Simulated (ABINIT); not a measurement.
# How the form of the self-energy moves the gap of SrTiO3 (Tausonite)

How much does the gap of SrTiO3 (Tausonite) depend on the approximation to the self-energy?

Program: ABINIT 10.8.3. Level of theory: PBE and many-body steps on it, plane waves. Results are calculated unless marked as measured.

**Experimental background.**

- Gap 3.77 eV: direct gap (M0 critical point); spectroscopic ellipsometry, second-derivative fit; 300 K; bulk crystal (commercial single crystal) (“Optical probe of ferroelectric order in bulk and thin film perovskite titanates”, 2013, arxiv:1309.1245).

### Step 1. Set-up

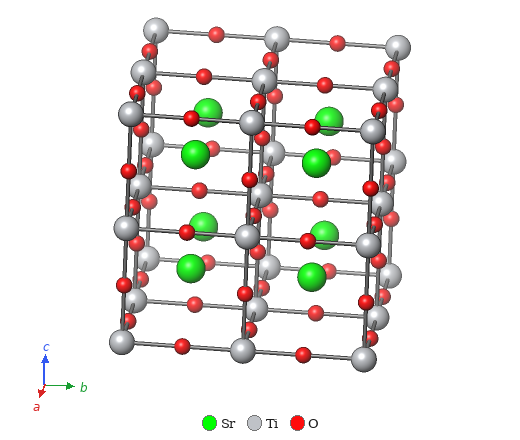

The cell as given, slightly off an axis (strontium green, titanium light grey, oxygen red). 2×2×2 cells are drawn. Some periodic images of atoms are drawn too.

The cell and positions come from the Crystallography Open Database and are kept as given unless a step says otherwise.

### Step 2. Empty states on the mesh, 4×4×4 mesh, 205 bands

This step: ABINIT 10.8.3; DFT, PBE, plane waves, norm-conserving pseudopotentials.

The sums over transitions need many empty states on a uniform mesh; this step solves for them.

Contents of run.abi:

```
acell 3*1.0 Angstrom
rprim 
  3.905280000000 0.000000000000 0.000000000000
  0.000000000000 3.905280000000 0.000000000000
  0.000000000000 0.000000000000 3.905280000000
ntypat 3
znucl 38 22 8
natom 5
typat 1 2 3 3 3
xred 
  0.500000000000 0.500000000000 0.500000000000
  0.000000000000 0.000000000000 0.000000000000
  0.500000000000 0.000000000000 0.000000000000
  0.000000000000 0.500000000000 0.000000000000
  0.000000000000 0.000000000000 0.500000000000
pp_dirpath "pseudos"
pseudos "Sr.upf, Ti.upf, O.upf"
ecut 38
ngkpt 4 4 4
nshiftk 1
shiftk 0 0 0
kptopt 1
chksymbreak 0
irdden 1
istwfk *1
nband 205
prtvol 0
optdriver 6
gwr_task "HDIAGO"
paral_kgb 0
occopt 1
indata_prefix "in"
outdata_prefix "out"
tmpdata_prefix "tmp"
```

The run is started by

```bash
> OMP_NUM_THREADS=1 mpirun -n 8 abinit run.abi > log
```

Output:

```text
.Version 10.8.3 of ABINIT. v10.8.2 released Aug 2026.

 Symmetries : space group Pm -3 m (#221); Bravais cP (primitive cubic)
[... echo of the input left out ...]
== DATASET  1 ==================================================================
-   mpi_nproc: 8, omp_nthreads: 1 (-1 if OMP is not activated)

--- !DatasetInfo
iteration_state: {dtset: 1, }
dimensions: {natom: 5, nkpt: 10, mband: 205, nsppol: 1, nspinor: 1, nspden: 1, mpw: 4632, }
cutoff_energies: {ecut:  38.0, pawecutdg:  -1.0, }
[...]
Indirect band gap semiconductor
 Fundamental gap:     1.908 (eV)
   VBM:     6.925 (eV) at k: [ 5.0000E-01,  5.0000E-01,  5.0000E-01]
   CBM:     8.833 (eV) at k: [ 0.0000E+00,  0.0000E+00,  0.0000E+00]
 Direct gap:         2.263 (eV) at k: [ 0.0000E+00,  0.0000E+00,  0.0000E+00]

== END DATASET(S) ==============================================================
================================================================================

 -outvars: echo values of variables after computation  --------
           etotal      0.0000000000E+00
            nband         205
             nkpt          10
          spgroup         221
 [... the other variables as echoed above ...]

 Calculation completed.
```

Elapsed: 1.8 min, on 8 MPI ranks of Arm Neoverse V2, shared host; peak memory 9.2 GiB; 14 min of CPU time.

This step gave:

| Property | Result |
| --- | --- |
| gap | 1.908 eV |
| k of the valence top | 0.5, 0.5, 0.5 |
| k of the conduction bottom | 0, 0, 0 |
| least direct gap | 2.263 eV |
| k points computed | 10 |
| lowest point of the top converged band, above the valence top | 107.3398 eV |

On this mesh the gap is 1.908 eV.

The density comes from a self-consistent run that is not shown.

### Step 3. Screening, 4×4×4 mesh, 197 bands, screening to 190.5 eV

The RPA dielectric matrix is built and inverted for each q.

This step: RPA screening on PBE, plane waves, norm-conserving pseudopotentials.

Edit run.abi of step 2 so:

```diff
@@ -23,10 +23,11 @@
 chksymbreak 0
-irdden 1
 istwfk *1
-nband 205
-prtvol 0
-optdriver 6
-gwr_task "HDIAGO"
-paral_kgb 0
 occopt 1
+irdwfk 1
+optdriver 3
+nband 197
+ecuteps 7
+inclvkb 2
+awtr 1
+symchi 1
 indata_prefix "in"
```

Output:

```text
.Version 10.8.3 of ABINIT. v10.8.2 released Aug 2026.

 Symmetries : space group Pm -3 m (#221); Bravais cP (primitive cubic)
[... echo of the input left out ...]
== DATASET  1 ==================================================================
-   mpi_nproc: 8, omp_nthreads: 1 (-1 if OMP is not activated)

--- !DatasetInfo
iteration_state: {dtset: 1, }
dimensions: {natom: 5, nkpt: 10, mband: 197, nsppol: 1, nspinor: 1, nspden: 1, mpw: 4632, }
cutoff_energies: {ecut:  38.0, pawecutdg:  -1.0, }
electrons: {nelect:   4.00000000E+01, charge:   0.00000000E+00, occopt:   1.00000000E+00, tsmear:   1.00000000E-02, }

 SCREENING: Calculation of the susceptibility and dielectric matrices

 Based on a program developped by R.W. Godby, V. Olevano, G. Onida, and L. Reining.
 Incorporated in ABINIT by V. Olevano, G.-M. Rignanese, and M. Torrent.
.Using double precision arithmetic ; gwpc =  8

[... cell and pseudopotentials left out ...]
--------------------------------------------------------------------------------

 ==== K-mesh for the wavefunctions ====
 Number of points in the irreducible wedge :    10
[... list of points left out ...]
 Together with 48 symmetry operations and time-reversal symmetry
 yields    64 points in the full Brillouin Zone.

 ==== Q-mesh for the screening function ====
 Number of points in the irreducible wedge :    10
[... list of points left out ...]
 Together with 48 symmetry operations and time-reversal symmetry
 yields    64 points in the full Brillouin Zone.

 setmesh: FFT mesh size selected  =    30x   30x   30
          total number of points  =        27000

 vcoul_init : cutoff-mode = AUXILIARY_FUNCTION
 q-points for optical limit:   1
     1)      0.000010    0.000020    0.000030

- screening: taking advantage of time-reversal symmetry
- Maximum band index for partially occupied states nbvw = 20
- Remaining bands to be divided among processors   nbcw = 177
- Number of bands treated by each node ~22

 Number of electrons calculated from density =   40.0000; Expected =   40.0000
 average of density, n =  0.099519
 r_s =    1.3387
 omega_plasma =   30.4305 [eV]

 calculating chi0 at frequencies [eV] :
  1    0.000000E+00    0.000000E+00
  2    0.000000E+00    3.043050E+01

--------------------------------------------------------------------------------
  q-point number  1        q = ( 0.000000, 0.000000, 0.000000) [r.l.u.]
--------------------------------------------------------------------------------
[... chi0 elements left out ...]
 For q-point:  0.000010 0.000020 0.000030
  dielectric constant =   6.3915
  dielectric constant without local fields =   6.7756

  Average fulfillment of the sum rule on Im[epsilon] for q-point    1 :     75.07  [%]
[... wings left out ...]
  q-point number  2        q = ( 0.250000, 0.000000, 0.000000) [r.l.u.]
--------------------------------------------------------------------------------
[... chi0 elements left out ...]
  Average fulfillment of the sum rule on Im[epsilon] for q-point    2 :     83.03  [%]

 [... 8 further q-points ...]
```

Run time: 82 s. Hardware: 8 MPI ranks; peak memory 2.4 GiB.

Numbers from this step:

| Quantity | Value |
| --- | --- |
| ε∞ with local fields, on this mesh, along the program's q direction | 6.391 |
| the same without local fields | 6.776 |
| plasma frequency | 30.43 eV |
| plane waves in the screening matrix | 365 |

Local fields lower ε∞ by 6 %. On a Γ-centred mesh this coarse the value itself is usually too large, while a short band sum pulls it down.

### Step 4. G0W0, Godby-Needs plasmon pole

The self-energy is evaluated for the states that the input lists, and the levels follow from it, in one-shot runs by the linearised quasiparticle equation.

This step: G0W0 on PBE, plane waves, norm-conserving pseudopotentials.

Edit run.abi of step 3 so:

```diff
@@ -26,8 +26,17 @@
 irdwfk 1
-optdriver 3
+optdriver 4
 nband 197
+gwcalctyp 0
+ecutsigx 38
+symsigma 1
+nkptgw 2
+kptgw 
+  0.5000000000 0.5000000000 0.5000000000
+  0.0000000000 0.0000000000 0.0000000000
+bdgw 
+  18 23
+  18 23
 ecuteps 7
-inclvkb 2
-awtr 1
-symchi 1
+irdscr 1
+ppmodel 1
 indata_prefix "in"
```

Output:

```text
.Version 10.8.3 of ABINIT. v10.8.2 released Aug 2026.

 Symmetries : space group Pm -3 m (#221); Bravais cP (primitive cubic)
[... echo of the input left out ...]
== DATASET  1 ==================================================================
-   mpi_nproc: 8, omp_nthreads: 1 (-1 if OMP is not activated)

--- !DatasetInfo
iteration_state: {dtset: 1, }
dimensions: {natom: 5, nkpt: 10, mband: 197, nsppol: 1, nspinor: 1, nspden: 1, mpw: 4632, }
cutoff_energies: {ecut:  38.0, pawecutdg:  -1.0, }
electrons: {nelect:   4.00000000E+01, charge:   0.00000000E+00, occopt:   1.00000000E+00, tsmear:   1.00000000E-02, }

 SIGMA: Calculation of the GW corrections

 Based on a program developped by R.W. Godby, V. Olevano, G. Onida, and L. Reining.
 Incorporated in ABINIT by V. Olevano, G.-M. Rignanese, and M. Torrent.
.Using double precision arithmetic ; gwpc =  8

[... cell and pseudopotentials left out ...]
--------------------------------------------------------------------------------

 ==== K-mesh for the wavefunctions ====
 Number of points in the irreducible wedge :    10
[... list of points left out ...]
 Together with 48 symmetry operations and time-reversal symmetry
 yields    64 points in the full Brillouin Zone.

 ==== Q-mesh for screening function ====
 Number of points in the irreducible wedge :    10
[... list of points left out ...]
 Together with 48 symmetry operations and time-reversal symmetry
 yields    64 points in the full Brillouin Zone.

 vcoul_init : cutoff-mode = AUXILIARY_FUNCTION
 q-points for optical limit:   1
     1)      0.000010    0.000020    0.000030
 setmesh: FFT mesh size selected  =    45x   45x   45
          total number of points  =        91125

 Number of electrons calculated from density =   40.0000; Expected =   40.0000
 average of density, n =  0.099519
 r_s =    1.3387
 omega_plasma =   30.4305 [eV]

 === KS Band Gaps ===
  >>>> For spin  1
   Minimum direct gap =   2.2628 [eV], located at k-point      :   0.0000  0.0000  0.0000
   Fundamental gap    =   1.9077 [eV], Top of valence bands at :   0.5000  0.5000  0.5000
                                       Bottom of conduction at :   0.0000  0.0000  0.0000
 SIGMA fundamental parameters:
 PLASMON POLE MODEL  1
 number of plane-waves for SigmaX                 4457
 number of plane-waves for SigmaC and W            365
 number of plane-waves for wavefunctions          4457
 number of bands                                   197
 number of independent spin polarizations            1
 number of spinorial components                      1
 number of k-points in IBZ                          10
 number of q-points in IBZ                          10
 number of symmetry operations                      48
 number of k-points in BZ                           64
 number of q-points in BZ                           64
 number of frequencies for dSigma/dE                 9
 frequency step for dSigma/dE [eV]                0.25
 number of omega for Sigma on real axis              0
 max omega for Sigma on real axis  [eV]           0.00
 zcut for avoiding poles [eV]                     0.10

 EPSILON^-1 parameters (SCR file):
 dimension of the eps^-1 matrix on file            365
 dimension of the eps^-1 matrix used               365
 number of plane-waves for wavefunctions          4457
 number of bands                                   197
 number of q-points in IBZ                          10
 number of frequencies                               2
 number of real frequencies                          1
 number of imag frequencies                          1

 matrix elements of self-energy operator (all in [eV])

 Perturbative Calculation

--- !SelfEnergy_ee
iteration_state: {dtset: 1, }
kpoint     : [   0.500,    0.500,    0.500, ]
spin       : 1
KS_gap     :    4.517
QP_gap     :    6.363
Delta_QP_KS:    1.846
data: !SigmaeeData |
     Band     E0 <VxcDFT>   SigX SigC(E0)      Z dSigC/dE  Sig(E)    E-E0       E
       18   6.925 -20.195 -25.189   4.746   0.767  -0.305 -20.384  -0.190   6.736
       19   6.925 -20.195 -25.189   4.746   0.767  -0.305 -20.384  -0.190   6.736
       20   6.925 -20.195 -25.189   4.746   0.767  -0.305 -20.384  -0.190   6.736
       21  11.442 -21.983 -12.959  -6.731   0.722  -0.385 -20.327   1.656  13.098
       22  11.442 -21.983 -12.959  -6.731   0.722  -0.385 -20.327   1.656  13.098
       23  11.442 -21.983 -12.959  -6.731   0.722  -0.385 -20.327   1.656  13.098

--- !SelfEnergy_ee
iteration_state: {dtset: 1, }
kpoint     : [   0.000,    0.000,    0.000, ]
spin       : 1
KS_gap     :    2.263
QP_gap     :    3.853
Delta_QP_KS:    1.590
data: !SigmaeeData |
     Band     E0 <VxcDFT>   SigX SigC(E0)      Z dSigC/dE  Sig(E)    E-E0       E
[...]
21   8.833 -18.883 -11.450  -5.663   0.781  -0.281 -17.500   1.382  10.215
       22   8.833 -18.883 -11.450  -5.663   0.781  -0.281 -17.500   1.382  10.215
       23   8.833 -18.883 -11.450  -5.663   0.781  -0.281 -17.500   1.382  10.215

== END DATASET(S) ==============================================================
================================================================================

 -outvars: echo values of variables after computation  --------
           etotal      0.0000000000E+00
            nband         197
             nkpt          10
          spgroup         221
 [... the other variables as echoed above ...]

 Calculation completed.
```

Run time: 19 s. Hardware: 8 MPI ranks; peak memory 2.4 GiB.

This step gave:

```yaml
g0w0_gap_on_the_points_computed: 3.479 eV
starting_gap_on_the_mesh: 1.908 eV
k_of_the_valence_top: 0.5, 0.5, 0.5
k_of_the_conduction_bottom: 0, 0, 0
z_at_the_valence_top: 0.767
z_at_the_conduction_bottom: 0.781
least_direct_g0w0_gap_on_the_computed_points: 3.852 eV
```

The gap on the mesh goes from 1.91 eV to 3.48 eV, a correction of +1.57 eV.

### Step 5. G0W0, Hybertsen-Louie plasmon pole

Edit run.abi of step 4 so:

```diff
@@ -40,3 +40,3 @@
 irdscr 1
-ppmodel 1
+ppmodel 2
 indata_prefix "in"
```

Output:

```text
.Version 10.8.3 of ABINIT. v10.8.2 released Aug 2026.

 Symmetries : space group Pm -3 m (#221); Bravais cP (primitive cubic)
[... echo of the input left out ...]
== DATASET  1 ==================================================================
-   mpi_nproc: 8, omp_nthreads: 1 (-1 if OMP is not activated)

--- !DatasetInfo
iteration_state: {dtset: 1, }
dimensions: {natom: 5, nkpt: 10, mband: 197, nsppol: 1, nspinor: 1, nspden: 1, mpw: 4632, }
cutoff_energies: {ecut:  38.0, pawecutdg:  -1.0, }
electrons: {nelect:   4.00000000E+01, charge:   0.00000000E+00, occopt:   1.00000000E+00, tsmear:   1.00000000E-02, }

 SIGMA: Calculation of the GW corrections

 Based on a program developped by R.W. Godby, V. Olevano, G. Onida, and L. Reining.
 Incorporated in ABINIT by V. Olevano, G.-M. Rignanese, and M. Torrent.
.Using double precision arithmetic ; gwpc =  8

[... cell and pseudopotentials left out ...]
--------------------------------------------------------------------------------

 ==== K-mesh for the wavefunctions ====
 Number of points in the irreducible wedge :    10
[... list of points left out ...]
 Together with 48 symmetry operations and time-reversal symmetry
 yields    64 points in the full Brillouin Zone.

 ==== Q-mesh for screening function ====
 Number of points in the irreducible wedge :    10
[... list of points left out ...]
 Together with 48 symmetry operations and time-reversal symmetry
 yields    64 points in the full Brillouin Zone.

 vcoul_init : cutoff-mode = AUXILIARY_FUNCTION
 q-points for optical limit:   1
     1)      0.000010    0.000020    0.000030
 setmesh: FFT mesh size selected  =    45x   45x   45
          total number of points  =        91125

 Number of electrons calculated from density =   40.0000; Expected =   40.0000
[...]
number of omega for Sigma on real axis              0
 max omega for Sigma on real axis  [eV]           0.00
 zcut for avoiding poles [eV]                     0.10

 EPSILON^-1 parameters (SCR file):
 dimension of the eps^-1 matrix on file            365
 dimension of the eps^-1 matrix used               365
 number of plane-waves for wavefunctions          4457
 number of bands                                   197
 number of q-points in IBZ                          10
 number of frequencies                               2
 number of real frequencies                          1
 number of imag frequencies                          1

 matrix elements of self-energy operator (all in [eV])

 Perturbative Calculation

--- !SelfEnergy_ee
iteration_state: {dtset: 1, }
kpoint     : [   0.500,    0.500,    0.500, ]
spin       : 1
KS_gap     :    4.517
QP_gap     :    7.449
Delta_QP_KS:    2.932
data: !SigmaeeData |
     Band     E0 <VxcDFT>   SigX SigC(E0)      Z dSigC/dE  Sig(E)    E-E0       E
       18   6.925 -20.195 -25.189   4.106   0.831  -0.203 -20.933  -0.738   6.187
       19   6.925 -20.195 -25.189   4.106   0.831  -0.203 -20.933  -0.738   6.187
       20   6.925 -20.195 -25.189   4.106   0.831  -0.203 -20.933  -0.738   6.187
[...]
--- !SelfEnergy_ee
iteration_state: {dtset: 1, }
kpoint     : [   0.000,    0.000,    0.000, ]
spin       : 1
KS_gap     :    2.263
QP_gap     :    4.544
Delta_QP_KS:    2.281
data: !SigmaeeData |
     Band     E0 <VxcDFT>   SigX SigC(E0)      Z dSigC/dE  Sig(E)    E-E0       E
[...]
22   8.833 -18.883 -11.450  -5.595   0.850  -0.176 -17.321   1.562  10.395
       23   8.833 -18.883 -11.450  -5.595   0.850  -0.176 -17.321   1.562  10.395

== END DATASET(S) ==============================================================
================================================================================

 -outvars: echo values of variables after computation  --------
           etotal      0.0000000000E+00
            nband         197
             nkpt          10
          spgroup         221
 [... the other variables as echoed above ...]

 Calculation completed.
```

Run time: 18 s. Hardware: 8 MPI ranks; peak memory 2.3 GiB.

Numbers from this step:

| Item | Value |
| --- | --- |
| G0W0 gap on the points computed | 4.208 eV |
| starting gap on the mesh | 1.908 eV |
| k of the valence top | 0.5, 0.5, 0.5 |
| k of the conduction bottom | 0, 0, 0 |
| Z at the valence top | 0.831 |
| Z at the conduction bottom | 0.85 |
| least direct G0W0 gap on the computed points | 4.544 eV |

Against G0W0 in ABINIT (4×4×4 mesh, 197 bands, screening to 190.5 eV, Godby-Needs plasmon pole), the gap moves by +0.729 eV.

### Step 6. G0W0, von der Linden-Horsch plasmon pole

Edit run.abi of step 5 so:

```diff
@@ -40,3 +40,3 @@
 irdscr 1
-ppmodel 2
+ppmodel 3
 indata_prefix "in"
```

Output:

```text
.Version 10.8.3 of ABINIT. v10.8.2 released Aug 2026.

 Symmetries : space group Pm -3 m (#221); Bravais cP (primitive cubic)
[... echo of the input left out ...]
== DATASET  1 ==================================================================
-   mpi_nproc: 8, omp_nthreads: 1 (-1 if OMP is not activated)

--- !DatasetInfo
iteration_state: {dtset: 1, }
dimensions: {natom: 5, nkpt: 10, mband: 197, nsppol: 1, nspinor: 1, nspden: 1, mpw: 4632, }
cutoff_energies: {ecut:  38.0, pawecutdg:  -1.0, }
[...]
Band     E0 <VxcDFT>   SigX SigC(E0)      Z dSigC/dE  Sig(E)    E-E0       E
[...]
22   8.833 -18.883 -11.450  -5.984   0.846  -0.182 -17.657   1.226  10.059
       23   8.833 -18.883 -11.450  -5.984   0.846  -0.182 -17.657   1.226  10.059

== END DATASET(S) ==============================================================
================================================================================

 -outvars: echo values of variables after computation  --------
           etotal      0.0000000000E+00
            nband         197
             nkpt          10
          spgroup         221
 [... the other variables as echoed above ...]

 Calculation completed.
```

It took 10 s on 8 MPI ranks; peak memory 2.1 GiB; 79 s of CPU time.

Numbers from this step:

```
G0W0 gap on the points computed              : 3.621 eV
starting gap on the mesh                     : 1.908 eV
k of the valence top                         : 0.5, 0.5, 0.5
k of the conduction bottom                   : 0, 0, 0
least direct G0W0 gap on the computed points : 3.990 eV
```

Against G0W0 in ABINIT (4×4×4 mesh, 197 bands, screening to 190.5 eV, Godby-Needs plasmon pole), the gap moves by +0.142 eV.

(Continued in part 2 of 2.)

[Paths, hosts, dates, memory and timing lines, banners, echoed tables and standing remarks are left out of the program output.]

[Logs are printed without paths, hosts, clocks, repeated set-up lines and the standing remarks that a program may print on its own settings, such as how far it seeks lower states.]

[Runs of the session that timed out or met a known fault of the program may be left out.]

[Hosts, paths, dates, database ids (printed as entryN), source tags and the programs' standing remarks are cut or masked in the printed files.]

[G0W0 gaps are taken among the corrected bands and points alone; a level outside them can change the order at an edge.]

[Where Ansatz stands beside ABINIT at settings called matched, ABINIT's density can come from a denser mesh and the files from another edition; pairs whose starting gaps differed by over 0.03 eV were left out, so agreement reads better than it is.]
